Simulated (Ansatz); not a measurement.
A series of calculations on BSiH₆OCl

### Relaxation

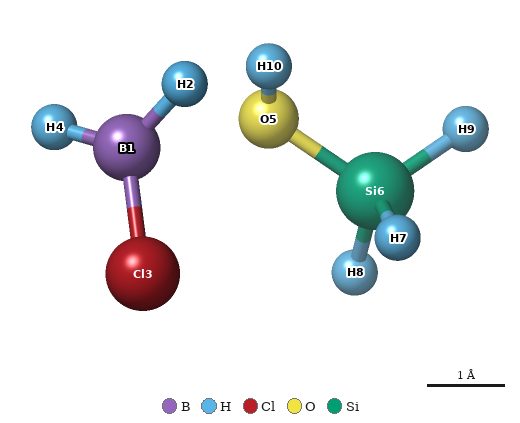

This is the input geometry for a relaxation of BSiH6OCl. The picture is a ball-and-stick view, seen at a tilt.

The run prepares an end point of a later path (reaction) calculation, from a guessed geometry.

Computed with RKS PBE0/6-31G* in Ansatz.

The input:
```yaml
crystal:
  periodic: [false, false, false]
  atoms:
    - { symbol: B, position_ang: [-0.068111, -0.334063, -0.247282] }
    - { symbol: H, position_ang: [-0.36388, -0.590281, 0.8801] }
    - { symbol: Cl, position_ang: [1.530479, -0.777497, -0.790578] }
    - { symbol: H, position_ang: [-0.846943, 0.099161, -1.035089] }
    - { symbol: O, position_ang: [0.241256, 1.821423, 1.178683] }
    - { symbol: Si, position_ang: [1.715062, 2.22815, 1.868525] }
    - { symbol: H, position_ang: [2.568821, 1.013364, 2.054604] }
    - { symbol: H, position_ang: [2.36354, 3.176359, 0.930626] }
    - { symbol: H, position_ang: [1.524009, 2.881453, 3.192456] }
    - { symbol: H, position_ang: [-0.245534, 1.107231, 1.649755] }
basis:
  gaussian: { orbitals: "6-31G*" }
hamiltonian:
  xc: pbe0
relax:
  f_tol: 0.03
  max_steps: 50
```

Launched with:
```bash
ansatz run input.yaml --threads 1 --pin off --max-ram 2048MiB --backend cpu --events-out ev --progress --plain --runs-dir out
```

**What does the optimiser find from here?**

Cl3 moves most after the best rigid fit: 0.81 Å. By element the largest moves are Cl 0.81 Å, B 0.54 Å, H 0.54 Å, O 0.45 Å, Si 0.35 Å. Among the contacts that change: B1–O5 2.603 → 1.641 Å, Cl3–Si6 4.017 → 3.097 Å, B1–Si6 3.771 → 2.968 Å, B1–Cl3 1.746 → 1.847 Å. New bonds form, among them: B1–O5 (2.60 → 1.64 Å). Bond angles that change, for instance: O5–Si6–H9 111.1° → 100.3°, Cl3–B1–H4 119.1° → 113.4°, H2–B1–Cl3 117.8° → 112.3°. Groups turn about O5–Si6 by about 50°. Over 13 geometry steps the energy falls by 0.527 eV. Largest force component: 0.81 eV/Å at the start, 0.026 eV/Å at the end. Cost: 64 s on 1 thread of Arm Neoverse V1 (shared host), peak memory 0.16 GiB.

Final geometry:

```xyz
10

B     0.0665    0.0390    0.1163
H    -0.0459   -0.8680    0.9012
Cl    1.6983    0.0182   -0.7478
H    -0.8588    0.2661   -0.6159
O     0.2084    1.3921    1.0343
Si    1.7285    1.9291    1.6895
H     2.4870    0.7874    2.2396
H     2.4554    2.7194    0.6800
H     1.2489    2.8107    2.7887
H    -0.5696    1.5313    1.5957
```

After the run, drawn alike:

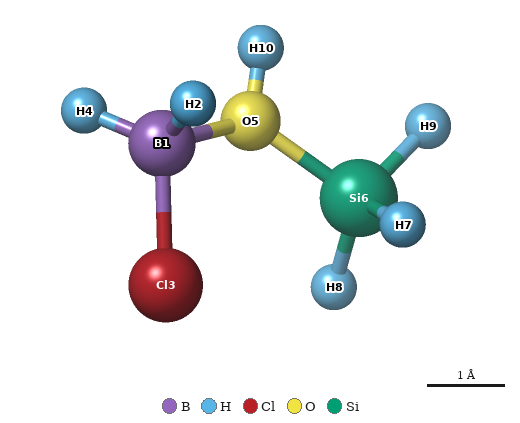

### Relaxation

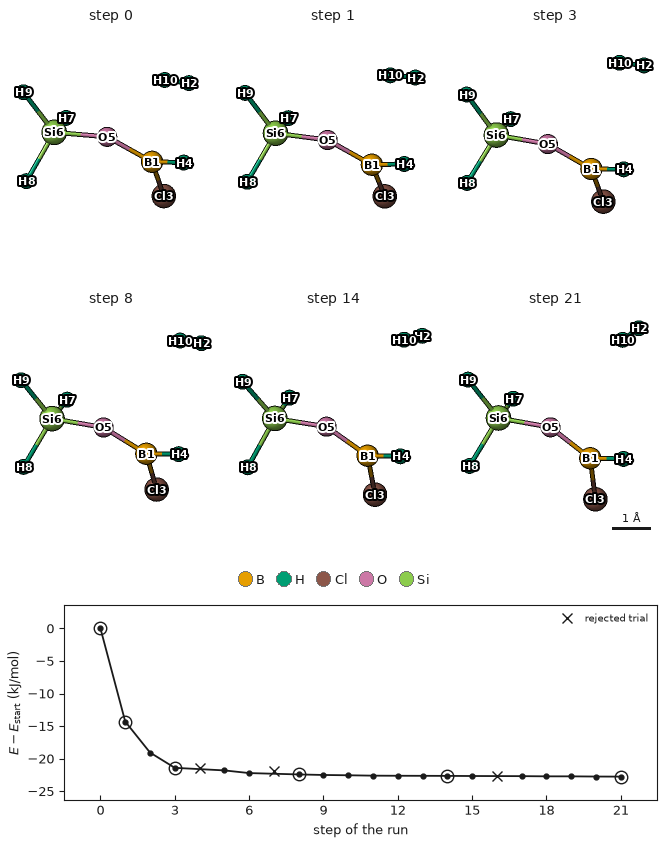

Frames of a relaxation of BSiH$_{6}$OCl, marked on the history of the run. Style: ball-and-stick. Shown at a tilt.

The run prepares an end point of a later path (reaction) calculation, from a guessed geometry.

Computed with Ansatz, RKS PBE0/6-31G*. Settings: no spin polarisation; force threshold 0.03 eV/Å; at most 50 steps.

**What happens along the run?**

Over 18 accepted moves (21 points after the start) the energy falls by 22.7 kJ/mol. Largest force component: 1.5 eV/Å at the start, 0.022 eV/Å at the end. The line search rejected the trial steps at points 4, 7, 16 of the run. The forces were under the threshold at step 6, but the run went on from there. The largest move after the best rigid fit is that of H2, 1.05 Å. Largest moves by element: H 1.05 Å, Cl 0.65 Å, B 0.40 Å, O 0.20 Å, Si 0.07 Å. Near-neighbour distances that change, for instance: H2–H10 0.708 → 0.744 Å, B1–O5 1.371 → 1.338 Å, O5–Si6 1.678 → 1.687 Å, B1–Cl3 1.772 → 1.778 Å. From step 0 to 1: H2 moves most (0.20 Å), energy −14.3 kJ/mol. From step 1 to 3: H10 moves most (0.38 Å), energy −7.10 kJ/mol. From step 3 to 8: H atoms move most (0.18 Å), energy −1.01 kJ/mol. From step 8 to 14: H2 moves most (0.20 Å), energy −0.22 kJ/mol. From step 14 to 21: H2 moves most (0.22 Å), energy −0.11 kJ/mol.

| step | E − E(0), kJ/mol | largest force component, eV/Å | note |
| --- | --- | --- | --- |
| 0 | 0.00 | 1.5440 |  |
| 1 | -14.30 | 0.5781 |  |
| 2 | -19.05 | 0.3513 |  |
| 3 | -21.40 | 0.1633 |  |
| 4 | -21.36 | 0.1728 | rejected |
| 5 | -21.80 | 0.0410 |  |
| 6 | -22.20 | 0.0165 |  |
| 7 | -21.85 | 0.6277 | rejected |
| 8 | -22.41 | 0.0605 |  |
| 9 | -22.50 | 0.1683 |  |
| 10 | -22.54 | 0.1036 |  |
| 11 | -22.60 | 0.0215 |  |
| 12 | -22.62 | 0.0297 |  |
| 13 | -22.63 | 0.0577 |  |
| 14 | -22.64 | 0.0557 |  |
| 15 | -22.66 | 0.0851 |  |
| 16 | -22.64 | 0.1271 | rejected |
| 17 | -22.68 | 0.0385 |  |
| 18 | -22.71 | 0.0735 |  |
| 19 | -22.71 | 0.1518 |  |
| 20 | -22.74 | 0.0628 |  |
| 21 | -22.75 | 0.0215 |  |

Limits of the set-up: the start holds two separate molecules, 2.2 Å apart at their closest, whose relative position is a soft coordinate and is computed without a dispersion correction.

### Path

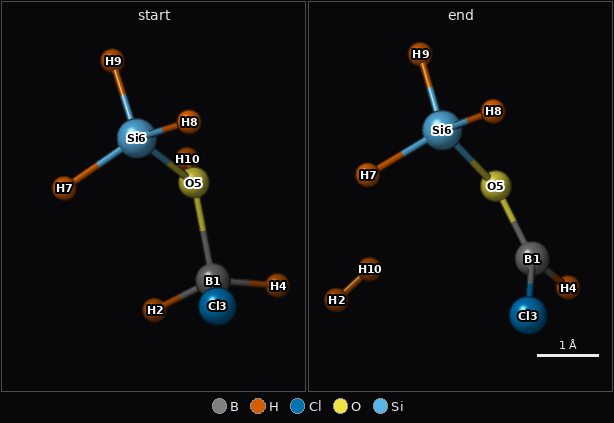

The two relaxed end points of a path for BSiH6OCl. Style: ball-and-stick. Shown from a free direction.

These are results of RKS PBE0/6-31G* in Ansatz, not measurements.

Run with 7 movable images; climbing image; force threshold 0.05 eV/Å; iteration limit 53.

Start:
```xyz
10

B     0.0533    0.0504    0.1148
H    -0.0568   -0.8626    0.8929
Cl    1.6770    0.0285   -0.7644
H    -0.8775    0.2887   -0.6070
O     0.2108    1.3949    1.0430
Si    1.7397    1.9182    1.6887
H     2.4970    0.7678    2.2221
H     2.4616    2.7132    0.6794
H     1.2749    2.7929    2.7997
H    -0.5613    1.5333    1.6126
```

End:
```xyz
10

B     0.3905    0.9091   -0.4680
H    -1.0017   -1.1526    2.4222
Cl    1.7936    0.0409   -1.1291
H    -0.6621    0.7600   -1.0073
O     0.5091    1.6993    0.6046
Si    1.8356    2.1087    1.5625
H     2.3765    0.8947    2.2234
H     2.8788    2.7608    0.7318
H     1.3174    3.0589    2.5748
H    -1.0191   -0.4545    2.1668
```

### Predict the minimum-energy path and its barrier.

Forward barrier 105.1 kJ/mol, backward barrier 186.1 kJ/mol, with image 3 at the top; the reaction energy is −81.0 kJ/mol. Breaking: B1–H2 (1.20 → 1.33 at the top → 3.81 Å), O5–H10 (0.97 → 1.24 at the top → 3.07 Å). Forming: H2–H10 (2.55 → 1.04 at the top → 0.74 Å). The band converged in 19 iterations. The largest component of the band force went from 5.1 to 0.04 eV/Å. The climbing image converged on the top of the path. Its vibrational analysis gives one imaginary mode (1480i cm⁻¹), as a transition state must have.

Energies of the converged images:

```
image  path (Å)  E (kJ/mol)
    0      0.00         0.0
    1      0.74         0.6
    2      1.49        13.4
    3      2.23       105.1
    4      2.86       -10.4
    5      3.49       -66.7
    6      4.13       -79.2
    7      4.76       -80.8
    8      5.40       -81.0
```

The geometry at the top of the path:

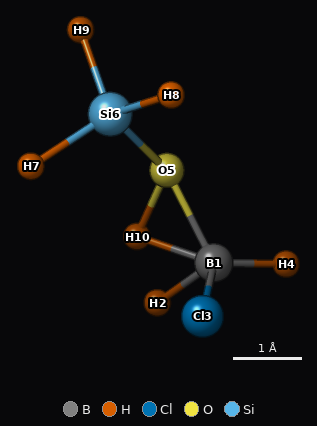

The run took 9.1 min on 1 thread of Arm Neoverse V1 (shared host), peak memory 0.17 GiB.
